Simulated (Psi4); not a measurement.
# H3NO (hydroxylamine) at B3LYP/def2-TZVPP

What is the vertical singlet–triplet gap of H3NO (hydroxylamine) at B3LYP/def2-TZVPP? The job is set up through a Python script.

The calculation is run with Psi4 1.11.

1 further run of the same task is left out (set aside as unsound or not needed). Runs told in other sessions of the task aren't counted.

## 1. Starting point

The species is H3NO (5 atoms), meant as a singlet with charge 0. SMILES: `NO`. The shape is that of a PBE0-D4/def2-TZVP optimisation. This is one conformer, not always the lowest.

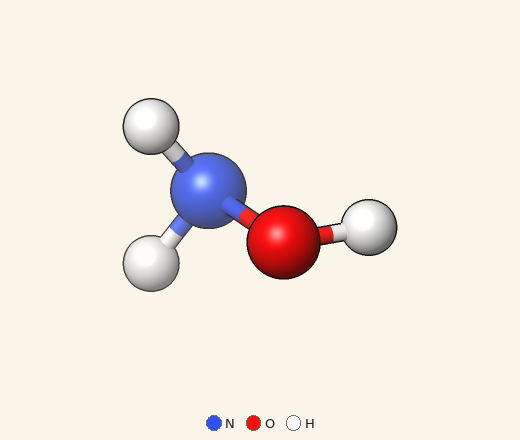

The structure, seen from a chosen angle (nitrogen blue, oxygen red, hydrogen white).

## 2. A single-point energy at B3LYP/def2-TZVPP

Input file h3no.xyz:

```xyz
5
H3NO
N     -0.165120    -0.361290    -0.321170
O      0.364460     0.666040     0.508060
H     -0.162690    -1.190020     0.266770
H     -1.141650    -0.109840    -0.446210
H      1.105010     0.995100    -0.007440
```

Input file h3no.py:

```python
import psi4

psi4.set_memory('2200 MB')
psi4.set_num_threads(1)
psi4.set_output_file('run.log', False)

with open('h3no.xyz') as f:
    atoms = ''.join(f.readlines()[2:])
m = psi4.geometry('0 1\n' + atoms + 'symmetry c1\nno_reorient\nno_com')

psi4.set_options({
    'basis': 'def2-TZVPP',
    'puream': True,
    'e_convergence': 1e-09,
    'd_convergence': 1e-08,
    'scf_type': 'pk',
    'dft_radial_points': 99,
    'dft_spherical_points': 590,
})

result, w = psi4.energy('B3LYP', molecule=m, return_wfn=True)
print('E =', round(result, 9))
```

Started as:

```console
$ python h3no.py
```

run.log:

```text
[...]
  Running in c1 symmetry.
[...]
  Nuclear repulsion =   39.593666393662190
[...]
  Multiplicity = 1
[...]
  Nalpha       = 9
  Nbeta        = 9
[...]
    Number of basis functions: 104
[...]
   @RKS iter   1:  -131.59334530707685   -2.57147e-01   6.62296e-03 DIIS/ADIIS
[...]
   @RKS iter  10:  -131.78118383621199   -1.33582e-12   3.06085e-09 DIIS
[...]
    Orbital Energies [Eh]
    ---------------------
    Doubly Occupied:
       1A    -19.151164     2A    -14.352345     3A     -1.063853
       4A     -0.806734     5A     -0.507613     6A     -0.505197
       7A     -0.444296     8A     -0.299467     9A     -0.265228
[...]
  @RKS Final Energy:  -131.78118383621199
   => Energetics <=
    Nuclear Repulsion Energy =             39.5936663936621898
    One-Electron Energy =                -258.3050828714142995
    Two-Electron Energy =                 100.3687695807923177
    DFT Exchange-Correlation Energy =     -13.4385369392522183
    Empirical Dispersion Energy =           0.0000000000000000
    VV10 Nonlocal Energy =                  0.0000000000000000
    Total Energy =                       -131.7811838362119943
[...]
 Multipole Moments:
 ------------------------------------------------------------------------------------
     Multipole            Electronic (a.u.)      Nuclear  (a.u.)        Total (a.u.)
 ------------------------------------------------------------------------------------
 L = 1.  Multiply by 2.5417464519 to convert [e a0] to [Debye]
 Dipole X            :         -3.0564551            2.9489365           -0.1075186
 Dipole Y            :         -4.8803186            4.7139785           -0.1663401
 Dipole Z            :         -3.1817633            3.0791386           -0.1026247
 Magnitude           :                                                    0.2230719
[...]
```

On the terminal:

```text
E = -131.781183836
```

Run time: 17 s. Hardware: 1 thread of Intel Xeon Platinum 8259CL at 2.50GHz (Skylake/Cascade Lake), shared host; peak memory 0.84 GiB.

## 3. The triplet: energy and gradient at UB3LYP/def2-TZVPP

h3no.xyz is that of step 2.

Input file h3no.py:

```python
import psi4

psi4.set_memory(2200000000)
psi4.set_num_threads(1)
psi4.set_output_file('psi4.out', False)

with open('h3no.xyz') as f:
    atoms = ''.join(f.readlines()[2:])
m = psi4.geometry('0 3\n' + atoms + 'symmetry c1\nno_reorient\nno_com')

psi4.set_options({
    'basis': 'def2-TZVPP',
    'reference': 'uks',
    'puream': True,
    'e_convergence': 1e-09,
    'd_convergence': 1e-08,
    'scf_type': 'pk',
    'dft_radial_points': 99,
    'dft_spherical_points': 590,
    'maxiter': 100,
})

E, wfn = psi4.gradient('B3LYP', molecule=m, return_wfn=True)
psi4.oeprop(wfn, 'WIBERG_LOWDIN_INDICES', 'LOWDIN_CHARGES', 'DIPOLE', title='B3LYP')
print('gradient / Eh bohr^-1')
print(E.np.round(6))
print(f'energy = {wfn.energy():.10f} Eh')
```

Started as:

```console
$ python h3no.py
```

psi4.out, shortened:

```text
[...]
  Running in c1 symmetry.
[...]
  Nuclear repulsion =   39.593666393662190
[...]
  Multiplicity = 3
[...]
  Nalpha       = 10
  Nbeta        = 8
[...]
    Number of basis functions: 104
[...]
   @UKS iter   1:  -131.30813896665342    2.80595e-02   7.25773e-03 DIIS/ADIIS
[...]
   @UKS iter  22:  -131.54167710378516   -6.53699e-11   5.10280e-09 DIIS
[...]
   @S^2 Observed:                2.005104390E+00
[...]
  @UKS Final Energy:  -131.54167710378516
   => Energetics <=
    Nuclear Repulsion Energy =             39.5936663936621898
    One-Electron Energy =                -257.2919130081872368
    Two-Electron Energy =                  99.5514010196081216
    DFT Exchange-Correlation Energy =     -13.3948315088682453
    Empirical Dispersion Energy =           0.0000000000000000
    VV10 Nonlocal Energy =                  0.0000000000000000
    Total Energy =                       -131.5416771037851618
  UHF NO Occupations:
  HONO-2 :    8  A 1.9986795
  HONO-1 :    9  A 1.0000000
[...]
  -Total Gradient:
     Atom            X                  Y                   Z
    ------   -----------------  -----------------  -----------------
       1        0.098250666454     0.097858408166     0.013478472778
       2       -0.065519148955    -0.102498456524    -0.064711822295
       3       -0.007673664659     0.029981778605     0.020518825146
       4        0.011117095986     0.009270124712     0.033993762260
       5       -0.036175469831    -0.034611732085    -0.003278418818
[...]
 Multipole Moments:
 ------------------------------------------------------------------------------------
     Multipole            Electronic (a.u.)      Nuclear  (a.u.)        Total (a.u.)
 ------------------------------------------------------------------------------------
 L = 1.  Multiply by 2.5417464519 to convert [e a0] to [Debye]
 Dipole X            :         -3.1846742            2.9489365           -0.2357376
 Dipole Y            :         -5.0714029            4.7139785           -0.3574244
 Dipole Z            :         -3.2953820            3.0791386           -0.2162434
 Magnitude           :                                                    0.4796724
[...]
```

Standard output:

```text
gradient / Eh bohr^-1
[[ 0.098251  0.097858  0.013478]
 [-0.065519 -0.102498 -0.064712]
 [-0.007674  0.029982  0.020519]
 [ 0.011117  0.00927   0.033994]
 [-0.036175 -0.034612 -0.003278]]
energy = -131.5416771038 Eh
```

Run time: 60 s. Hardware: 1 thread of Intel Xeon Platinum 8259CL at 2.50GHz (Skylake/Cascade Lake), shared host; peak memory 0.84 GiB.

## 4. Results

At B3LYP/def2-TZVPP:

| quantity | value |
| --- | --- |
| singlet: total energy | -131.78118 Eh |
| singlet: dipole moment | 0.57 D |
| singlet: HOMO energy | -7.22 eV |
| singlet: LUMO energy | 0.76 eV |
| singlet: HOMO–LUMO gap | 7.98 eV |
| triplet: total energy | -131.54168 Eh |
| triplet: dipole moment | 1.22 D |
| triplet: HOMO energy (highest over α and β) | -1.43 eV |
| triplet: ⟨S²⟩ | 2.005 |
| triplet: largest force on an atom | 7.164 eV/Å |
| vertical energy of the triplet above the singlet | 6.517 eV |

In words: At this shape the triplet lies 6.52 eV (150 kcal/mol) above the singlet.
